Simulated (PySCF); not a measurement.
System: C₆H₈F₄, SMILES C/C=C(/CF)CC(F)(F)F.

Vertical TDDFT excitations, B3LYP/def2-SVPD with PySCF, at a PBE0-D3(BJ)/def2-SVP geometry (no frequency check), gas phase.

### What does its absorption spectrum look like?

The lowest singlet lies at 6.77 eV (183 nm, f = 0.149); the brightest of the first 10 is S2 at 6.92 eV (179 nm), f = 0.277, mixed, the largest part being HOMO → LUMO (49 %). No singlet lies below 3.1 eV (beyond 400 nm), so at this level no vertical transition falls in the visible.


| state | E (eV) | λ (nm) | f | main character |
| --- | --- | --- | --- | --- |
| S1 | 6.77 | 183 | 0.149 | HOMO → LUMO+1 (52 %) |
| S2 | 6.92 | 179 | 0.277 | HOMO → LUMO (49 %) |
| S3 | 7.39 | 168 | 0.015 | HOMO → LUMO+2 (95 %) |
| S4 | 7.60 | 163 | 0.004 | HOMO−1 → LUMO (83 %) |
| S5 | 7.63 | 163 | 0.008 | HOMO → LUMO+3 (86 %) |
| S6 | 8.01 | 155 | 0.011 | HOMO → LUMO+4 (93 %) |
| S7 | 8.03 | 154 | 0.020 | HOMO−2 → LUMO (87 %) |
| S8 | 8.30 | 149 | 0.005 | HOMO → LUMO+5 (72 %) |
| S9 | 8.36 | 148 | 0.007 | HOMO−3 → LUMO (86 %) |
| S10 | 8.48 | 146 | 0.012 | HOMO → LUMO+7 (88 %) |

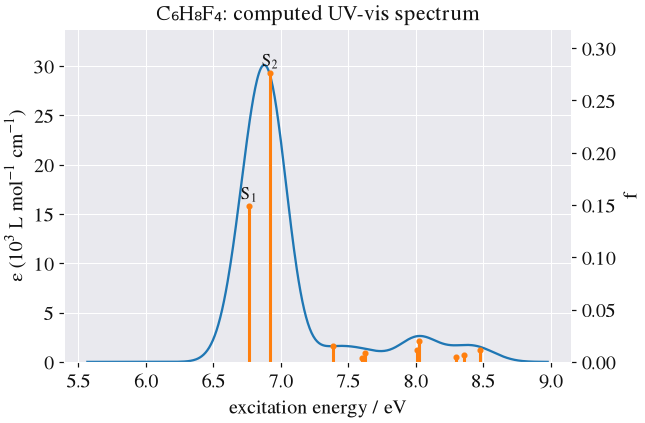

Only the first 10 singlet excitations are included; each is broadened by a Gaussian of 1/e half-width 0.20 eV. Sticks give oscillator strengths (right axis).

Caveats: states above the negative HOMO energy depend on the basis; one conformer of a flexible molecule; core orbitals are frozen in the response.
